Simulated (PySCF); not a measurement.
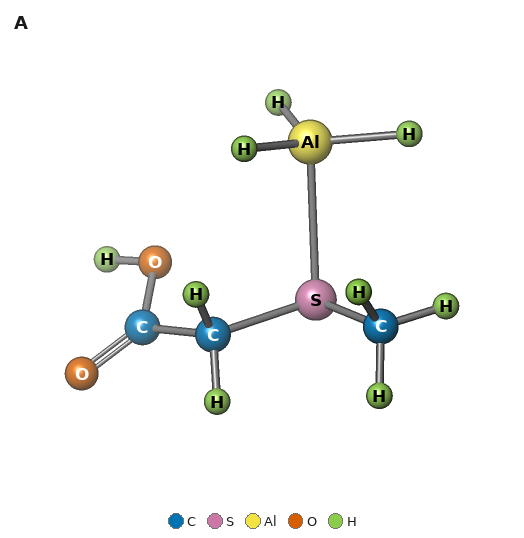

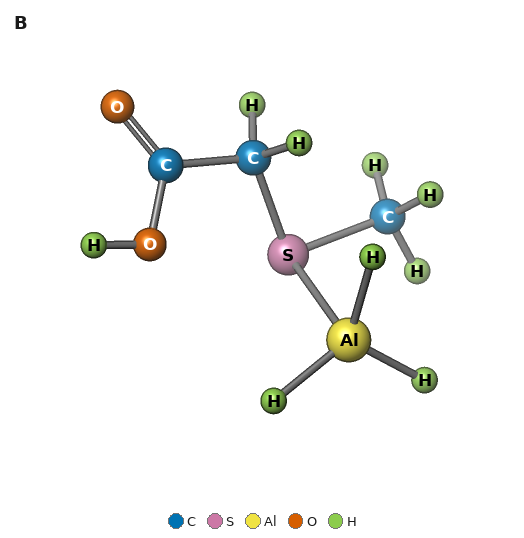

Atoms fade into the background with distance from the viewer. The computed structure is the end point of a PBE0-D3(BJ)/def2-SVP optimisation. No frequency run is at hand to confirm it as a minimum.

Q: Are A and B the same structure? If not, how do they differ?

A: No. They are enantiomers, mirror images that no rotation superimposes: A is C[S@+]([AlH3-])CC(=O)O (), B is C[S@@+]([AlH3-])CC(=O)O (). Their energies are equal.
